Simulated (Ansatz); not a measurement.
A series of calculations on CH$_{5}$SSi

**1. Relaxation**

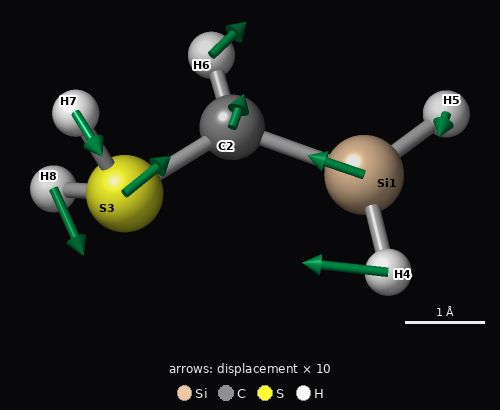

This is a relaxation of CH₅SSi (charge +1). The starting structure is drawn; green arrows show the displacements, 10 times their true length. The two geometries are superimposed by the best rigid fit.

The picture is a ball-and-stick view, seen at a tilt.

The run prepares an end point of a later path (torsion) calculation, from a guessed geometry.

These are results of RHF/def2-TZVP in Ansatz, not measurements.

Input
```yaml
crystal:
  periodic: [false, false, false]
  atoms:
    - { symbol: Si, position_ang: [-0.86644, 0.98272, -0.98902] }
    - { symbol: C, position_ang: [0.12021, 0.24491, 0.30488] }
    - { symbol: S, position_ang: [0.57159, -1.45818, 0.32342] }
    - { symbol: H, position_ang: [-1.34332, 0.18287, -2.10205] }
    - { symbol: H, position_ang: [-1.17833, 2.39292, -0.89983] }
    - { symbol: H, position_ang: [0.49446, 0.80834, 1.14575] }
    - { symbol: H, position_ang: [1.90411, -1.37187, 0.59871] }
    - { symbol: H, position_ang: [0.29772, -1.78171, 1.61814] }
total_charge: 1
basis:
  gaussian: { orbitals: def2-TZVP }
hamiltonian:
  xc: hf
relax:
  f_tol: 0.015
  max_steps: 40
output:
  orbitals: {}
```

Launched with:
```bash
ansatz run input.yaml --threads 2 --pin off --max-ram 3072MiB --backend cpu --events-out ev --progress --plain --runs-dir out
```

What did the optimiser do to the structure, and how much energy did it gain?

Answer. The energy falls by 4.15 kcal/mol in 5 accepted moves (6 points after the start). Largest force component: 1.9 eV/Å at the start, 0.0031 eV/Å at the end. The line search rejected the trial step at point 4 of the run. H4 moves most after the best rigid fit: 0.11 Å. By element the largest moves are H 0.11 Å, S 0.08 Å, Si 0.08 Å, C 0.05 Å. Some distances before and after: Si1–C2 1.787 → 1.712 Å, C2–S3 1.762 → 1.722 Å, S3–H7 1.363 → 1.336 Å, Si1–H4 1.451 → 1.458 Å. Bond angles that change, for instance: C2–S3–H7 101.0° → 105.1°, H7–S3–H8 91.1° → 95.1°, Si1–C2–S3 123.2° → 120.8°.

**2. Relaxation**

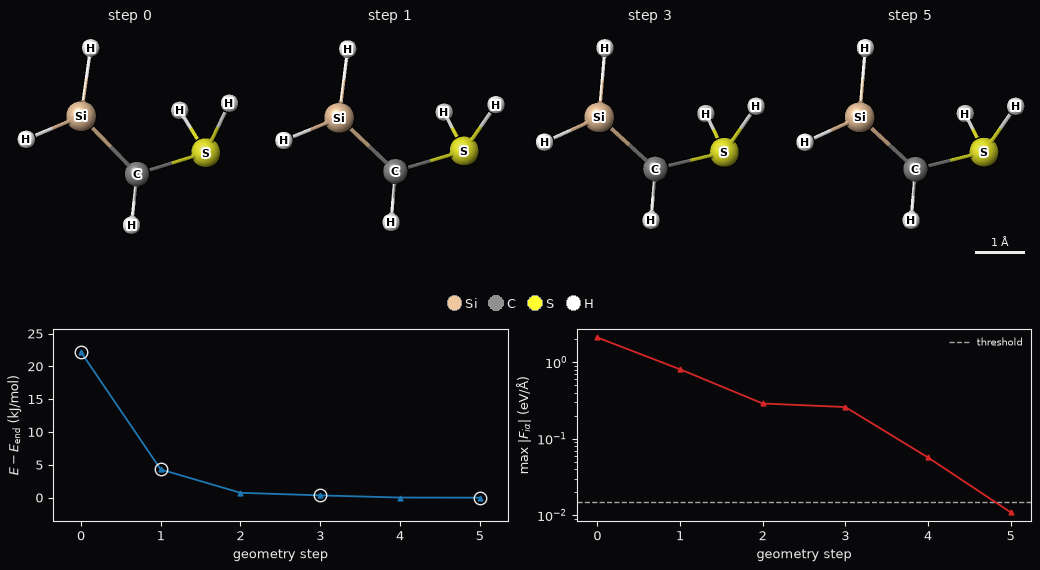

Frames of a relaxation of CH5SSi (charge +1), marked on the history of the run. Style: ball-and-stick. Shown at a tilt.

The run prepares an end point of a later path (torsion) calculation, from a guessed geometry.

Theory: RHF/def2-TZVP in Ansatz 0.2.0. (no spin polarisation; force threshold 0.015 eV/Å; at most 40 steps)

Q: What happens along the run?

A: Over 5 geometry steps the energy falls by 22.2 kJ/mol. The largest force component goes from 2.1 to 0.011 eV/Å. An H atom moves most after the best rigid fit: 0.16 Å. Largest moves by element: H 0.16 Å, C 0.11 Å, Si 0.04 Å, S 0.04 Å. Some distances before and after: C–Si 1.787 → 1.709 Å, H–S 1.363 → 1.334 Å, C–S 1.762 → 1.734 Å, H–Si 1.451 → 1.460 Å. Bond angles that change, for instance: Si–C–S 123.2° → 129.3°, C–S–H 101.0° → 106.4°, S–C–H 114.1° → 109.7°. The run took 8.3 s on 2 threads of Intel(R) Xeon(R) Platinum 8488C (Sapphire Rapids), with other jobs on the host, peak memory 0.28 GiB. From step 0 to 1: H atoms move most (0.14 Å), energy −17.9 kJ/mol. From step 1 to 3: an H atom moves most (0.07 Å), energy −3.95 kJ/mol. From step 3 to 5: an H atom moves most (0.02 Å), energy −0.35 kJ/mol.

```tsv
step	E − E(0), kJ/mol	largest force component, eV/Å
0	0.00	2.1173
1	-17.89	0.8130
2	-21.44	0.2899
3	-21.84	0.2605
4	-22.17	0.0571
5	-22.19	0.0110
```

**3. Path**

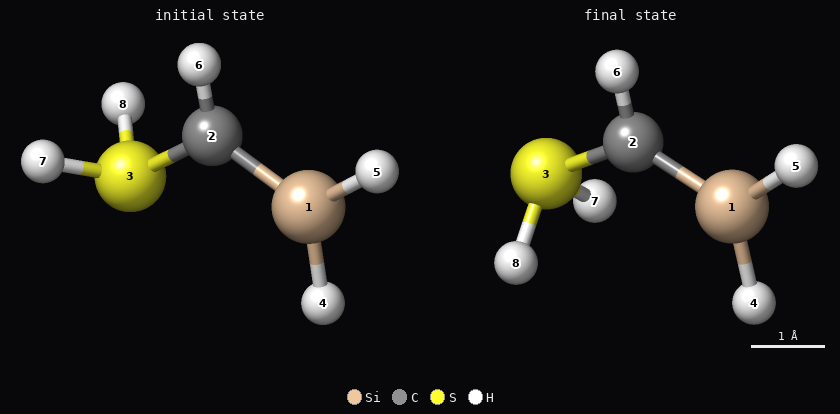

The two relaxed end points of a path for CH$_{5}$SSi (charge +1). Style: ball-and-stick. Shown at a tilt.

Computed with RHF/def2-TZVP (Ansatz 0.2.0).

Input
```yaml
crystal:
  periodic: [false, false, false]
  atoms:
    - { symbol: Si, position_ang: [-0.825089, 0.950193, -0.933035] }
    - { symbol: C, position_ang: [0.127699, 0.290234, 0.326838] }
    - { symbol: S, position_ang: [0.559574, -1.377, 0.326764] }
    - { symbol: H, position_ang: [-1.290964, 0.113863, -2.033285] }
    - { symbol: H, position_ang: [-1.181777, 2.361655, -0.917886] }
    - { symbol: H, position_ang: [0.488086, 0.874954, 1.151758] }
    - { symbol: H, position_ang: [1.87924, -1.395037, 0.531983] }
    - { symbol: H, position_ang: [0.243231, -1.818862, 1.546864] }
total_charge: 1
basis:
  gaussian: { orbitals: def2-TZVP }
hamiltonian:
  xc: hf
neb:
  order_check: false
  images: 7
  f_tol: 0.05
  max_iterations: 60
  initial_path: idpp
  final_atoms:
    - { symbol: Si, position_ang: [-0.73646282, 0.8482674, -0.82690999] }
    - { symbol: C, position_ang: [0.22085115, 0.45947502, 0.53379507] }
    - { symbol: S, position_ang: [0.90478884, -1.06589802, 0.99522496] }
    - { symbol: H, position_ang: [-1.09445861, -0.16648616, -1.81387821] }
    - { symbol: H, position_ang: [-1.21195904, 2.21021106, -1.0224819] }
    - { symbol: H, position_ang: [0.48535992, 1.20867979, 1.25610242] }
    - { symbol: H, position_ang: [-0.09220027, -1.95141829, 0.96348095] }
    - { symbol: H, position_ang: [1.52408081, -1.5428308, -0.08533231] }
```

Run as
```bash
ansatz run input.yaml --threads 2 --pin off --max-ram 3072MiB --backend cpu --events-out ev --progress --plain --runs-dir out
```

What barrier does the band find between them, and by what path?

The highest point, image 4, lies 0.33 eV above the start and 0.16 eV above the end; the end is at +0.17 eV relative to the start. The motion is a rotation about the C2–S3 bond by about 180°. No bond forms or breaks between the ends. Among the angles between lasting bonds that change up to the highest image: Si1–C2–S3 120.8° → 127.8°, S3–C2–H6 116.3° → 111.1°. The band is converged.

Energies of the converged images:

| image | path (Å) | E (eV) |
| --- | --- | --- |
| 0 | 0.00 | 0.000 |
| 1 | 0.48 | 0.048 |
| 2 | 0.95 | 0.166 |
| 3 | 1.43 | 0.285 |
| 4 | 1.90 | 0.331 |
| 5 | 2.50 | 0.281 |
| 6 | 3.09 | 0.205 |
| 7 | 3.68 | 0.172 |
| 8 | 4.28 | 0.168 |

The geometry at the top of the path:

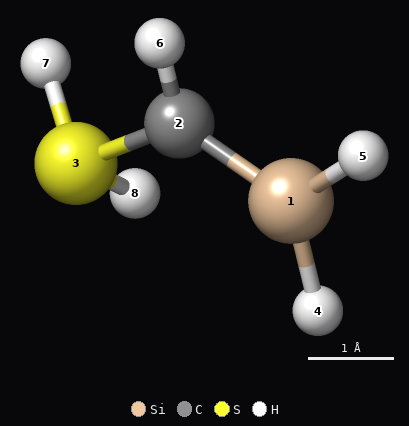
